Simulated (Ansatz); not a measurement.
**A workflow on CH5GeS (SMILES [CH3][GeH][SH])**

We compute a point of an energy scan (UMP2/STO-3G), then a point of an energy scan (UMP2/STO-3G), then a point of an energy scan (UMP2/STO-3G), then a point of an energy scan (UMP2/STO-3G), then a point of an energy scan (UMP2/STO-3G), then a point of an energy scan (UMP2/STO-3G) of CH5GeS. 

The results are computed with Ansatz 0.2.0.

4 further runs of the same task are left out: 4 for a known fault of the program.

### 1 Starting point

CH5GeS: 8 atoms, total charge 0, spin state doublet. SMILES: `[CH3][GeH][SH]`. The shape is that of a PBE0-D4/def2-TZVP optimisation. This is one conformer, not always the lowest.

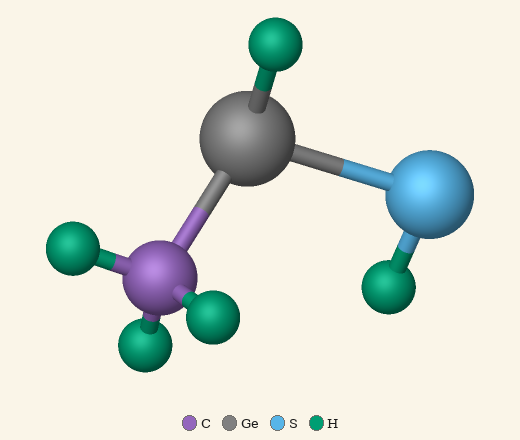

The structure, seen from a chosen angle (carbon purple, germanium grey, sulfur blue, hydrogen teal).

### 2 A point of an energy scan at UMP2/STO-3G (held atoms (7, 2), held distance 1.5515 angstrom) (run 1)

The input, in.yaml:

```yaml
crystal:
  periodic: [false, false, false]
  atoms:
    - {symbol: C, position_ang: [-0.733300, 0.635200, -0.565800]}
    - {symbol: Ge, position_ang: [0.934600, -0.393300, -0.399900]}
    - {symbol: S, position_ang: [1.033800, -1.391600, 1.591200]}
    - {symbol: H, position_ang: [-0.786300, 1.357800, 0.251000]}
    - {symbol: H, position_ang: [-1.594800, -0.030400, -0.515000]}
    - {symbol: H, position_ang: [-0.745800, 1.162700, -1.520400]}
    - {symbol: H, position_ang: [2.173100, 0.541200, -0.392200]}
    - {symbol: H, position_ang: [-0.189100, -1.938700, 1.495000]}
basis:
  gaussian: {orbitals: STO-3G}
magnetization: {spin_polarized: true, initial_magnetization: 1}
correlation: {method: mp2}
relax: {max_steps: 60, constraints: [{distance: [6, 1], at: 1.5515}]}
```

Started as:

```console
$ ansatz run in.yaml --threads 1 --pin off --max-ram 2610MiB --events-out events.jsonl --progress --plain --runs-dir runs
```

Output (excerpt; [...] marks lines left out):

```text
Warning: RAYON_NUM_THREADS=1 ignored (pool sized by the plan → 1); use --threads N
[...]
Functional definition: HF
  name "HF"
[...]
445 factors; integrals over basis functions are off by at most 1.3e-5 eV
[...]
mean field -67626.81323130 eV, -2485.2395471499 hartree, gradient 9.7e-6 eV, S^2 0.753087; 0 other end points of the search recorded, 0 dependent functions left out
15 core orbitals not correlated: weight in the atoms' cores, before any rotation towards them, 1.000 or more for the frozen orbitals, at most 0.000 for the correlated occupied ones
reference -67626.81323130 eV, -2485.2395471499 hartree; 15, 14 occupied and 7, 8 virtual orbitals, 445 factors
second order -2.85597996 eV of doubles, -0.00000000 eV of singles
[...]
relax step   1: F+E_penalty+E_count = -67629.66921127 eV  Δ(F+E_penalty+E_count) = +0.000e0 eV  max|allowed force component| = 1.578e0 eV/Å  Δτ_max = 0.0000 Å  (34 SCF iters, accepted)
[...]
relax step   6: F+E_penalty+E_count = -67629.73432641 eV  Δ(F+E_penalty+E_count) = -4.541e-5 eV  max|allowed force component| = 1.825e-2 eV/Å  Δτ_max = 0.0096 Å  (29 SCF iters, accepted)
[...]
relax step   7: F+E_penalty+E_count = -67629.73434320 eV  Δ(F+E_penalty+E_count) = -1.678e-5 eV  max|allowed force component| = 5.671e-3 eV/Å  Δτ_max = 0.0046 Å  (28 SCF iters, accepted)
  distance H 6 - Ge 1 held at 1.551500 Å   reaction = +1.7992e0 eV/Å
[...]
445 factors; integrals over basis functions are off by at most 1.8e-5 eV
mean field -67626.87005642 eV, -2485.2416354344 hartree, gradient 2.7e-6 eV, S^2 0.753119; 1 other end points of the search recorded, 0 dependent functions left out
15 core orbitals not correlated: weight in the atoms' cores, before any rotation towards them, 1.000 or more for the frozen orbitals, at most 0.000 for the correlated occupied ones
reference -67626.87005642 eV, -2485.2416354344 hartree; 15, 14 occupied and 7, 8 virtual orbitals, 445 factors
second order -2.86428677 eV of doubles, -0.00000000 eV of singles
[...]
Total energy: -67629.73434319 eV, -2485.3468960317 hartree
Atom 0 at    -0.687639     0.606105    -0.549007 Å, force    -0.001556    -0.000315     0.000882 eV/Å
Atom 1 at     0.934195    -0.404127    -0.380956 Å, force     1.385834     1.146926    -0.012380 eV/Å
Atom 2 at     1.028014    -1.402929     1.562490 Å, force     0.001700    -0.000009    -0.000354 eV/Å
Atom 3 at    -0.775326     1.375838     0.235708 Å, force     0.000732     0.000031    -0.000983 eV/Å
Atom 4 at    -1.585819    -0.027044    -0.480310 Å, force     0.000553    -0.001112     0.000447 eV/Å
Atom 5 at    -0.735980     1.128637    -1.516959 Å, force     0.000021     0.001624    -0.002408 eV/Å
Atom 6 at     2.130867     0.583237    -0.396522 Å, force    -1.386880    -1.146404     0.016484 eV/Å
Atom 7 at    -0.216111    -1.916816     1.469456 Å, force    -0.000403    -0.000742    -0.001688 eV/Å
Dipole moment:    -0.144760    -0.046336    -0.174066 e Å
Checks for a lower state left out: cluster_reference
```

It took 17 s on 1 thread of Arm Neoverse N1, shared host; peak memory 0.12 GiB.

### 3 A point of an energy scan at UMP2/STO-3G (held atoms (7, 2), held distance 1.7067 angstrom) (run 2)

The input, job.yaml:

```yaml
crystal:
  periodic: [false, false, false]
  atoms:
    - {symbol: C, position_ang: [-0.687639, 0.606105, -0.549007]}
    - {symbol: Ge, position_ang: [0.934195, -0.404127, -0.380956]}
    - {symbol: S, position_ang: [1.028014, -1.402929, 1.562490]}
    - {symbol: H, position_ang: [-0.775326, 1.375838, 0.235708]}
    - {symbol: H, position_ang: [-1.585819, -0.027044, -0.480310]}
    - {symbol: H, position_ang: [-0.735980, 1.128637, -1.516959]}
    - {symbol: H, position_ang: [2.130867, 0.583237, -0.396522]}
    - {symbol: H, position_ang: [-0.216111, -1.916816, 1.469456]}
basis:
  gaussian: {orbitals: STO-3G}
magnetization: {spin_polarized: true, initial_magnetization: 1}
correlation: {method: mp2}
relax: {max_steps: 60, constraints: [{distance: [6, 1], at: 1.7067}]}
```

Started as:

```console
$ ansatz run job.yaml --threads 1 --pin off --max-ram 2610MiB --events-out events.jsonl --progress --plain --runs-dir runs
```

Output (excerpt; [...] marks lines left out):

```text
Warning: RAYON_NUM_THREADS=1 ignored (pool sized by the plan → 1); use --threads N
[...]
Functional definition: HF
  name "HF"
[...]
447 factors; integrals over basis functions are off by at most 1.2e-5 eV
[...]
mean field -67626.35638011 eV, -2485.2227581782 hartree, gradient 2.6e-6 eV, S^2 0.753096; 0 other end points of the search recorded, 0 dependent functions left out
15 core orbitals not correlated: weight in the atoms' cores, before any rotation towards them, 1.000 or more for the frozen orbitals, at most 0.000 for the correlated occupied ones
reference -67626.35638011 eV, -2485.2227581782 hartree; 15, 14 occupied and 7, 8 virtual orbitals, 447 factors
second order -2.93301845 eV of doubles, -0.00000000 eV of singles
[...]
relax step   1: F+E_penalty+E_count = -67629.28939856 eV  Δ(F+E_penalty+E_count) = +0.000e0 eV  max|allowed force component| = 4.371e-1 eV/Å  Δτ_max = 0.0000 Å  (39 SCF iters, accepted)
[...]
second order -2.93219653 eV of doubles, -0.00000000 eV of singles
[...]
Total energy: -67629.31239982 eV, -2485.3313898992 hartree
Atom 0 at    -0.698286     0.595860    -0.548080 Å, force    -0.000349     0.000141    -0.000495 eV/Å
Atom 1 at     0.910017    -0.434294    -0.392300 Å, force     2.703678     2.224256    -0.026787 eV/Å
Atom 2 at     1.015516    -1.419748     1.556761 Å, force    -0.000553     0.001249    -0.004295 eV/Å
Atom 3 at    -0.771662     1.364173     0.239376 Å, force     0.001186     0.001107     0.001243 eV/Å
Atom 4 at    -1.603247    -0.027320    -0.475071 Å, force    -0.002186    -0.000449    -0.000217 eV/Å
Atom 5 at    -0.746776     1.121621    -1.514242 Å, force    -0.000073    -0.000576    -0.001354 eV/Å
Atom 6 at     2.227313     0.650750    -0.407620 Å, force    -2.702356    -2.225731     0.031719 eV/Å
Atom 7 at    -0.240674    -1.908141     1.485077 Å, force     0.000652     0.000002     0.000186 eV/Å
Dipole moment:    -0.171898    -0.062200    -0.167346 e Å
Checks for a lower state left out: cluster_reference
```

Run time: 21 s. Hardware: 1 thread of Arm Neoverse N1, shared host; peak memory 0.12 GiB.

### 4 A point of an energy scan at UMP2/STO-3G (held atoms (7, 2), held distance 1.8618 angstrom) (run 3)

The input, job.yaml:

```yaml
crystal:
  periodic: [false, false, false]
  atoms:
    - symbol: C
      position_ang: [-0.698286, 0.595860, -0.548080]
    - symbol: Ge
      position_ang: [0.910017, -0.434294, -0.392300]
    - symbol: S
      position_ang: [1.015516, -1.419748, 1.556761]
    - symbol: H
      position_ang: [-0.771662, 1.364173, 0.239376]
    - symbol: H
      position_ang: [-1.603247, -0.027320, -0.475071]
    - symbol: H
      position_ang: [-0.746776, 1.121621, -1.514242]
    - symbol: H
      position_ang: [2.227313, 0.650750, -0.407620]
    - symbol: H
      position_ang: [-0.240674, -1.908141, 1.485077]
basis:
  gaussian:
    orbitals: STO-3G
magnetization:
  spin_polarized: true
  initial_magnetization: 1
correlation:
  method: mp2
relax:
  max_steps: 60
  constraints: [{distance: [6, 1], at: 1.8618}]
```

Started as:

```console
$ ansatz run job.yaml --threads 1 --pin off --max-ram 2610MiB --events-out events.jsonl --progress --plain --runs-dir runs
```

Output (excerpt; [...] marks lines left out):

```text
Warning: RAYON_NUM_THREADS=1 ignored (pool sized by the plan → 1); use --threads N
[...]
Functional definition: HF
  name "HF"
[...]
446 factors; integrals over basis functions are off by at most 1.2e-5 eV
[...]
mean field -67625.63504543 eV, -2485.1962496177 hartree, gradient 2.8e-6 eV, S^2 0.752852; 0 other end points of the search recorded, 0 dependent functions left out
15 core orbitals not correlated: weight in the atoms' cores, before any rotation towards them, 1.000 or more for the frozen orbitals, at most 0.000 for the correlated occupied ones
reference -67625.63504543 eV, -2485.1962496177 hartree; 15, 14 occupied and 7, 8 virtual orbitals, 446 factors
second order -3.02509236 eV of doubles, -0.00000000 eV of singles
[...]
relax step   1: F+E_penalty+E_count = -67628.66013779 eV  Δ(F+E_penalty+E_count) = +0.000e0 eV  max|allowed force component| = 4.405e-1 eV/Å  Δτ_max = 0.0000 Å  (40 SCF iters, accepted)
[...]
second order -3.02324530 eV of doubles, -0.00000000 eV of singles
[...]
Total energy: -67628.68475456 eV, -2485.3083243610 hartree
Atom 0 at    -0.708603     0.582343    -0.545819 Å, force     0.004442    -0.001587     0.003622 eV/Å
Atom 1 at     0.891841    -0.461196    -0.405854 Å, force     3.468808     2.858345    -0.029151 eV/Å
Atom 2 at     1.002977    -1.447582     1.541918 Å, force     0.000347     0.001606    -0.000167 eV/Å
Atom 3 at    -0.767163     1.349175     0.244348 Å, force    -0.003858     0.002625    -0.000983 eV/Å
Atom 4 at    -1.618007    -0.033866    -0.465287 Å, force    -0.000059    -0.001027     0.001099 eV/Å
Atom 5 at    -0.761768     1.110455    -1.510420 Å, force     0.000268     0.000003     0.000510 eV/Å
Atom 6 at     2.328391     0.723086    -0.415742 Å, force    -3.468448    -2.860059     0.025247 eV/Å
Atom 7 at    -0.275467    -1.879514     1.500757 Å, force    -0.001500     0.000094    -0.000176 eV/Å
Dipole moment:    -0.205542    -0.077045    -0.155804 e Å
Checks for a lower state left out: cluster_reference
```

Wall time 19 s (1 thread of Arm Neoverse N1, shared host); peak memory 0.12 GiB.

### 5 A point of an energy scan at UMP2/STO-3G (held atoms (7, 2), held distance 2.0946 angstrom) (run 4)

The input, run.yaml:

```yaml
crystal:
  periodic: [false, false, false]
  atoms:
    - {symbol: C, position_ang: [-0.708603, 0.582343, -0.545819]}
    - {symbol: Ge, position_ang: [0.891841, -0.461196, -0.405854]}
    - {symbol: S, position_ang: [1.002977, -1.447582, 1.541918]}
    - {symbol: H, position_ang: [-0.767163, 1.349175, 0.244348]}
    - {symbol: H, position_ang: [-1.618007, -0.033866, -0.465287]}
    - {symbol: H, position_ang: [-0.761768, 1.110455, -1.510420]}
    - {symbol: H, position_ang: [2.328391, 0.723086, -0.415742]}
    - {symbol: H, position_ang: [-0.275467, -1.879514, 1.500757]}
basis:
  gaussian:
    orbitals: STO-3G
total_charge: 0
magnetization:
  spin_polarized: true
  initial_magnetization: 1
correlation:
  method: mp2
relax:
  max_steps: 60
  constraints: [{distance: [6, 1], at: 2.0946}]
```

Started as:

```console
$ ansatz run run.yaml --threads 1 --pin off --max-ram 2610MiB --events-out events.jsonl --progress --plain --runs-dir runs
```

Output (excerpt; [...] marks lines left out):

```text
Warning: RAYON_NUM_THREADS=1 ignored (pool sized by the plan → 1); use --threads N
[...]
Functional definition: HF
  name "HF"
[...]
444 factors; integrals over basis functions are off by at most 1.3e-5 eV
[...]
mean field -67624.36735416 eV, -2485.1496628229 hartree, gradient 4.1e-6 eV, S^2 0.879690; 0 other end points of the search recorded, 0 dependent functions left out
15 core orbitals not correlated: weight in the atoms' cores, before any rotation towards them, 1.000 or more for the frozen orbitals, at most 0.000 for the correlated occupied ones
reference -67624.36735416 eV, -2485.1496628229 hartree; 15, 14 occupied and 7, 8 virtual orbitals, 444 factors
second order -2.98484966 eV of doubles, -0.00000000 eV of singles
[...]
relax step   1: F+E_penalty+E_count = -67627.35220382 eV  Δ(F+E_penalty+E_count) = +0.000e0 eV  max|allowed force component| = 6.859e-1 eV/Å  Δτ_max = 0.0000 Å  (58 SCF iters, accepted)
[...]
second order -2.92145454 eV of doubles, -0.00000000 eV of singles
[...]
Total energy: -67627.45375474 eV, -2485.2630859523 hartree
Atom 0 at    -0.711041     0.503710    -0.528633 Å, force     0.001386     0.000158     0.001493 eV/Å
Atom 1 at     0.927011    -0.496306    -0.500804 Å, force     3.617903     3.114772     0.251169 eV/Å
Atom 2 at     0.933067    -1.627585     1.362040 Å, force     0.000674     0.000597    -0.002930 eV/Å
Atom 3 at    -0.782650     1.193222     0.329126 Å, force    -0.002590    -0.000038     0.000974 eV/Å
Atom 4 at    -1.596666    -0.150914    -0.488078 Å, force    -0.000884     0.001886    -0.000024 eV/Å
Atom 5 at    -0.802714     1.114575    -1.439648 Å, force     0.001598    -0.001747    -0.000063 eV/Å
Atom 6 at     2.511142     0.869678    -0.391412 Å, force    -3.616995    -3.116903    -0.250426 eV/Å
Atom 7 at    -0.385949    -1.463479     1.601309 Å, force    -0.001092     0.001274    -0.000195 eV/Å
Dipole moment:    -0.270826    -0.043808    -0.095772 e Å
Checks for a lower state left out: cluster_reference
```

Wall time 26 s (1 thread of Arm Neoverse N1, shared host); peak memory 0.12 GiB.

### 6 A point of an energy scan at UMP2/STO-3G (held atoms (7, 2), held distance 2.3273 angstrom) (run 5)

The input, molecule.yaml:

```yaml
crystal:
  periodic: [false, false, false]
  atoms:
    - symbol: C
      position_ang: [-0.711041, 0.503710, -0.528633]
    - symbol: Ge
      position_ang: [0.927011, -0.496306, -0.500804]
    - symbol: S
      position_ang: [0.933067, -1.627585, 1.362040]
    - symbol: H
      position_ang: [-0.782650, 1.193222, 0.329126]
    - symbol: H
      position_ang: [-1.596666, -0.150914, -0.488078]
    - symbol: H
      position_ang: [-0.802714, 1.114575, -1.439648]
    - symbol: H
      position_ang: [2.511142, 0.869678, -0.391412]
    - symbol: H
      position_ang: [-0.385949, -1.463479, 1.601309]
basis:
  gaussian:
    orbitals: STO-3G
correlation:
  method: mp2
total_charge: 0
magnetization:
  spin_polarized: true
  initial_magnetization: 1
relax:
  max_steps: 60
  constraints: [{distance: [6, 1], at: 2.3273}]
```

Started as:

```console
$ ansatz run molecule.yaml --threads 1 --pin off --max-ram 2610MiB --events-out events.jsonl --progress --plain --runs-dir runs
```

Output (excerpt; [...] marks lines left out):

```text
Warning: RAYON_NUM_THREADS=1 ignored (pool sized by the plan → 1); use --threads N
[...]
Functional definition: HF
  name "HF"
[...]
445 factors; integrals over basis functions are off by at most 1.3e-5 eV
[...]
mean field -67623.81911432 eV, -2485.1295153802 hartree, gradient 1.3e-6 eV, S^2 1.044483; 3 other end points of the search recorded, 0 dependent functions left out
15 core orbitals not correlated: weight in the atoms' cores, before any rotation towards them, 1.000 or more for the frozen orbitals, at most 0.000 for the correlated occupied ones
reference -67623.81911432 eV, -2485.1295153802 hartree; 15, 14 occupied and 7, 8 virtual orbitals, 445 factors
second order -2.78975055 eV of doubles, -0.00000000 eV of singles
[...]
relax step   1: F+E_penalty+E_count = -67626.60886486 eV  Δ(F+E_penalty+E_count) = +0.000e0 eV  max|allowed force component| = 1.017e0 eV/Å  Δτ_max = 0.0000 Å  (101 SCF iters, accepted)
[...]
second order -2.80772669 eV of doubles, -0.00000000 eV of singles
[...]
Total energy: -67626.76510739 eV, -2485.2377786288 hartree
Atom 0 at    -0.713523     0.447275    -0.513536 Å, force    -0.006360    -0.000380     0.001974 eV/Å
Atom 1 at     0.941551    -0.548659    -0.585721 Å, force     1.204843     1.065752     0.150782 eV/Å
Atom 2 at     0.808697    -1.673466     1.256042 Å, force     0.002821    -0.000628    -0.001459 eV/Å
Atom 3 at    -0.766596     1.092109     0.380236 Å, force    -0.000161    -0.001478    -0.001673 eV/Å
Atom 4 at    -1.594658    -0.215177    -0.475307 Å, force     0.004935     0.003615    -0.000443 eV/Å
Atom 5 at    -0.843015     1.102585    -1.388214 Å, force     0.000465    -0.001101     0.000580 eV/Å
Atom 6 at     2.675639     0.988215    -0.368286 Å, force    -1.203515    -1.066675    -0.151005 eV/Å
Atom 7 at    -0.415895    -1.249981     1.638685 Å, force    -0.003028     0.000894     0.001244 eV/Å
Dipole moment:    -0.246292     0.030294     0.003493 e Å
Checks for a lower state left out: cluster_reference
```

Wall time 28 s (1 thread of Arm Neoverse N1, shared host); peak memory 0.12 GiB.

### 7 A point of an energy scan at UMP2/STO-3G (held atoms (7, 2), held distance 2.6376 angstrom) (run 6)

The input, job.yaml:

```yaml
crystal:
  periodic: [false, false, false]
  atoms:
    - symbol: C
      position_ang: [-0.713523, 0.447275, -0.513536]
    - symbol: Ge
      position_ang: [0.941551, -0.548659, -0.585721]
    - symbol: S
      position_ang: [0.808697, -1.673466, 1.256042]
    - symbol: H
      position_ang: [-0.766596, 1.092109, 0.380236]
    - symbol: H
      position_ang: [-1.594658, -0.215177, -0.475307]
    - symbol: H
      position_ang: [-0.843015, 1.102585, -1.388214]
    - symbol: H
      position_ang: [2.675639, 0.988215, -0.368286]
    - symbol: H
      position_ang: [-0.415895, -1.249981, 1.638685]
basis:
  gaussian: {orbitals: STO-3G}
magnetization: {spin_polarized: true, initial_magnetization: 1}
correlation: {method: mp2}
relax: {max_steps: 60, constraints: [{distance: [6, 1], at: 2.6376}]}
```

Started as:

```console
$ ansatz run job.yaml --threads 1 --pin off --max-ram 2610MiB --events-out events.jsonl --progress --plain --runs-dir runs
```

Output (excerpt; [...] marks lines left out):

```text
Warning: RAYON_NUM_THREADS=1 ignored (pool sized by the plan → 1); use --threads N
[...]
Functional definition: HF
  name "HF"
[...]
444 factors; integrals over basis functions are off by at most 1.1e-5 eV
[...]
mean field -67623.59347975 eV, -2485.1212234628 hartree, gradient 2.0e-6 eV, S^2 0.957319; 2 other end points of the search recorded, 0 dependent functions left out
15 core orbitals not correlated: weight in the atoms' cores, before any rotation towards them, 1.000 or more for the frozen orbitals, at most 0.000 for the correlated occupied ones
reference -67623.59347975 eV, -2485.1212234628 hartree; 15, 14 occupied and 7, 8 virtual orbitals, 444 factors
second order -2.82419191 eV of doubles, -0.00000000 eV of singles
[...]
relax step   1: F+E_penalty+E_count = -67626.41767166 eV  Δ(F+E_penalty+E_count) = +0.000e0 eV  max|allowed force component| = 1.240e0 eV/Å  Δτ_max = 0.0000 Å  (94 SCF iters, accepted)
[...]
second order -2.86547101 eV of doubles, -0.00000000 eV of singles
[...]
Total energy: -67626.53073379 eV, -2485.2291655579 hartree
Atom 0 at    -0.722185     0.411799    -0.514122 Å, force    -0.008843    -0.000065     0.003162 eV/Å
Atom 1 at     0.891116    -0.659392    -0.677220 Å, force     0.151756     0.141985     0.026502 eV/Å
Atom 2 at     0.741852    -1.691309     1.201907 Å, force     0.000716    -0.000248    -0.000591 eV/Å
Atom 3 at    -0.708353     1.055079     0.382593 Å, force    -0.000467    -0.003369    -0.007061 eV/Å
Atom 4 at    -1.627473    -0.214421    -0.433011 Å, force     0.009324     0.006373    -0.000618 eV/Å
Atom 5 at    -0.871009     1.074823    -1.380064 Å, force     0.001506    -0.004243     0.006285 eV/Å
Atom 6 at     2.798932     1.122354    -0.299657 Å, force    -0.151787    -0.141255    -0.029487 eV/Å
Atom 7 at    -0.410680    -1.156033     1.663473 Å, force    -0.002205     0.000823     0.001808 eV/Å
Dipole moment:    -0.225135     0.078170     0.095789 e Å
Checks for a lower state left out: cluster_reference
```

Wall time 28 s (1 thread of Arm Neoverse N1, shared host); peak memory 0.12 GiB.

### 8 Summary of results

| quantity | value |
| --- | --- |
| run 1, UMP2/STO-3G: total energy | -2485.34690 Eh |
| run 1, UMP2/STO-3G: dipole moment (correlated density) | 1.11 D |
| run 1, UMP2/STO-3G: correlation energy (15 core orbitals frozen) | -105.3 mEh |
| run 1, UMP2/STO-3G: ⟨S²⟩ of the reference determinant | 0.753 |
| run 2, UMP2/STO-3G: total energy | -2485.33139 Eh |
| run 2, UMP2/STO-3G: dipole moment (correlated density) | 1.19 D |
| run 2, UMP2/STO-3G: correlation energy (15 core orbitals frozen) | -107.8 mEh |
| run 3, UMP2/STO-3G: total energy | -2485.30832 Eh |
| run 3, UMP2/STO-3G: dipole moment (correlated density) | 1.29 D |
| run 3, UMP2/STO-3G: correlation energy (15 core orbitals frozen) | -111.1 mEh |
| run 4, UMP2/STO-3G: total energy | -2485.26309 Eh |
| run 4, UMP2/STO-3G: dipole moment (correlated density) | 1.40 D |
| run 4, UMP2/STO-3G: correlation energy (15 core orbitals frozen) | -107.4 mEh |
| run 4, UMP2/STO-3G: ⟨S²⟩ of the reference determinant | 0.905 |
| run 5, UMP2/STO-3G: total energy | -2485.23778 Eh |
| run 5, UMP2/STO-3G: correlation energy (15 core orbitals frozen) | -103.2 mEh |
| run 5, UMP2/STO-3G: ⟨S²⟩ of the reference determinant | 0.995 |
| run 6, UMP2/STO-3G: total energy | -2485.22917 Eh |
| run 6, UMP2/STO-3G: dipole moment (correlated density) | 1.23 D |
| run 6, UMP2/STO-3G: ⟨S²⟩ of the reference determinant | 0.906 |

What this shows: Mulliken charges (run 1, UMP2/STO-3G) run from -0.33 on C1 to +0.38 on Ge2. Mulliken charges (run 2, UMP2/STO-3G) run from -0.33 on C1 to +0.37 on Ge2; they depend strongly on the basis. Mulliken charges (run 3, UMP2/STO-3G) run from -0.33 on C1 to +0.37 on Ge2; they depend strongly on the basis. ⟨S²⟩ (run 4, UMP2/STO-3G) is 0.90 where a pure doublet has 0.75: the reference is spin-contaminated. ⟨S²⟩ (run 5, UMP2/STO-3G) is 0.99 where a pure doublet has 0.75: the reference is spin-contaminated. Mulliken charges (run 5, UMP2/STO-3G) run from -0.35 on C1 to +0.34 on Ge2.
